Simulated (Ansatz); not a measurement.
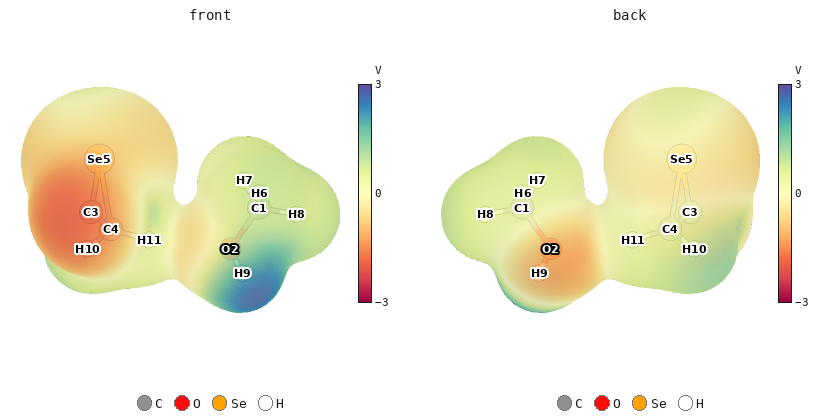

The picture shows: C$_{3}$H$_{6}$OSe. The molecular electrostatic potential painted on the density surface at 0.002 e/bohr³, seen from the front and from behind; the colour scale runs from red (negative) to blue (positive).

At this geometry the atoms fall into two loosely joined parts.

The calculation used RHF/def2-SVP in Ansatz 0.2.0.

```
atom    x (Å)    y (Å)    z (Å)
   C  -1.6930   0.8490  -0.8465
   O  -1.5111  -0.4532  -0.3782
   C   2.4745  -0.9782   0.4424
   C   1.3444  -0.9951   1.3355
  Se   2.3978   0.6721   1.3301
   H  -1.1374   1.0353  -1.7697
   H  -1.3200   1.5309  -0.0851
   H  -2.7484   1.0761  -1.0211
   H  -1.8105  -1.0752  -1.0228
   H   1.4192  -1.5951   2.2378
   H   0.3503  -0.9185   0.9033
```

Question: Where is the surface potential most negative and most positive?

Answer: The most negative region (about −1.9 V) lies over C3, the most positive (about +2.6 V) over H9.
